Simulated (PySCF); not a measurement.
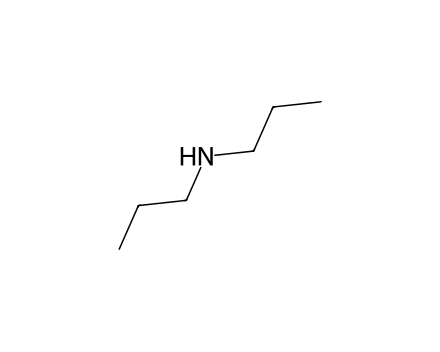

Skeletal drawing of a molecule.

**Write the SMILES.**

CCCNCCC

**Give the formula, hydrogens included.**

C6H15N.

**An optimisation with PBE0-D3(BJ)/def2-SVP gave a structure of which point group?**

Cs. Other conformers may differ.

The parts below concern this one geometry. Atoms keep their numbers from picture to picture. The geometry was computed by an optimisation with PBE0-D3(BJ)/def2-SVP. No frequency run is at hand to confirm it as a minimum.

Electronic properties

No frequency run is at hand to confirm it as a minimum. Properties computed with CAM-B3LYP/def2-SVPD, gas phase (PySCF 2.14.0). Excitations: vertical, linear response.

Predict the main results.

- dipole moment: 0.81 D
- HOMO energy (Kohn–Sham orbital): −7.77 eV
- LUMO energy (Kohn–Sham orbital): 1.45 eV
- HOMO–LUMO gap: 9.22 eV
- mean static polarisability: 86.1 bohr³
- lowest vertical singlet excitation: 6.10 eV
- its oscillator strength: 0.001
- brightest of the 10 lowest singlets: 7.58 eV
- its oscillator strength: 0.05

Bond orders

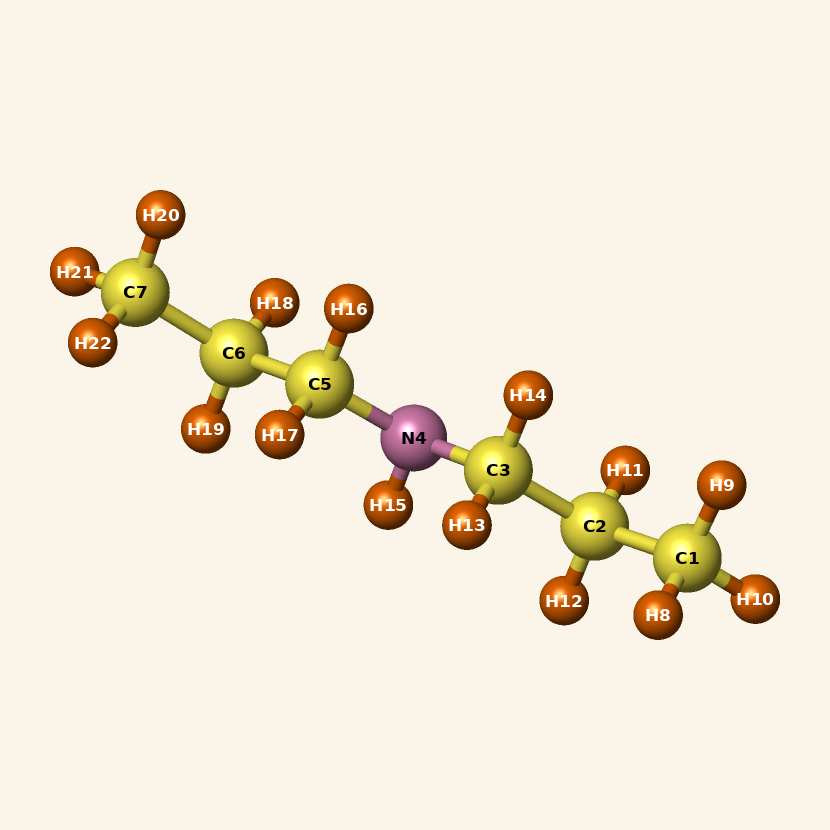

Every bond is drawn as one stick. No frequency run is at hand to confirm it as a minimum. Method: PBE0/pcSseg-1 (PySCF 2.14.0).

List the Mayer bond orders of C3–N4, N4–H15, C2–C3, C3–H14, C3–H13, C1–C2, C2–H11, C2–H12, C1–H9, C1–H10, C1–H8 (one bond of each equivalent set).

```tsv
bond	Mayer order	length (Å)
C3–N4	0.97	1.443
N4–H15	0.93	1.019
C2–C3	1.03	1.519
C3–H14	0.94	1.106
C3–H13	0.94	1.116
C1–C2	1.06	1.519
C2–H11	0.95	1.102
C2–H12	0.95	1.105
C1–H9	0.97	1.102
C1–H10	0.97	1.100
C1–H8	0.96	1.102
```

Quadrupole coupling

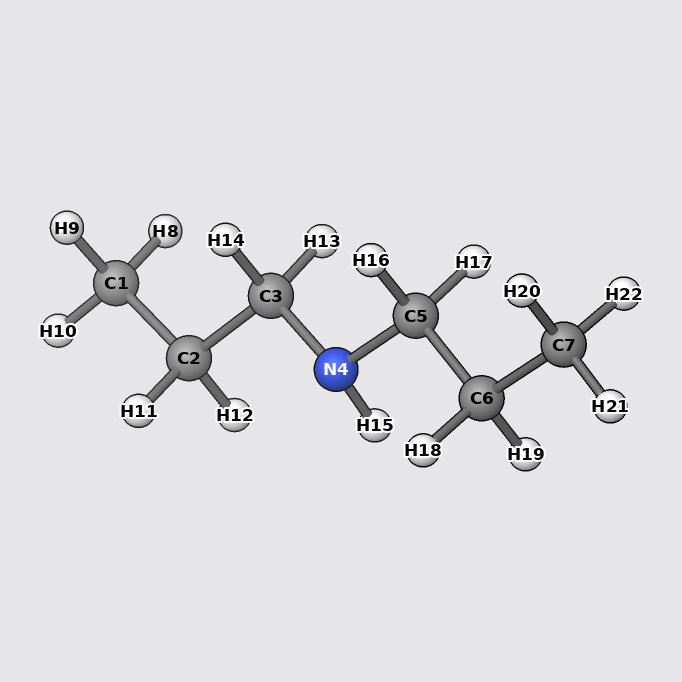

No frequency run is at hand to confirm it as a minimum. Electric field gradients from the ground-state density, PBE0/pcSseg-1 (PySCF 2.14.0), non-relativistic apart from any core potentials.

Give the largest field-gradient component, the quadrupole coupling constant and the asymmetry for 14N at N4 (Q = 20.44 mb).

```
atom  V_zz (a.u.)  e²qQ/h (MHz)     η
  N4       −1.238         −5.94  0.05
```
